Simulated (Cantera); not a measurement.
Charge: 1 mol SiH₂Cl₂, 0.75 mol Cl₂, 10 mol N₂, 0.045 mol HCl, equilibrated at 26.3 Torr.

Cantera equilibrium calculation (NASA polynomials, part measured and part estimated; ideal gas, pure solids and liquids). Candidate condensed phases: NH₄Cl, Si, Si₃N₄; 28 gas species. N₂ is the only nitrogen source here; it is nearly inert below about 1500 K, so the nitride shown seldom forms there in practice. The tables' values for SiCl₃, SiCl are old estimates; treat these amounts as uncertain. Equilibrium is a limit: real reactors are often held back by kinetics, nucleation or transport.

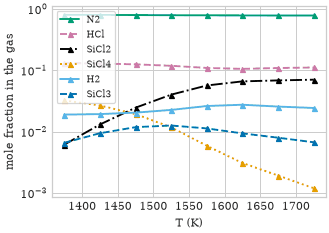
Figure: Equilibrium gas composition (values under 1e-9 drawn at 1e-9)

From 1375 K to 1575 K the condensed part is Si₃N₄(s). From 1625 K to 1725 K nothing is condensed. The main Si-bearing gas is SiCl₄ at 1375 K and SiCl₂ at 1725 K.
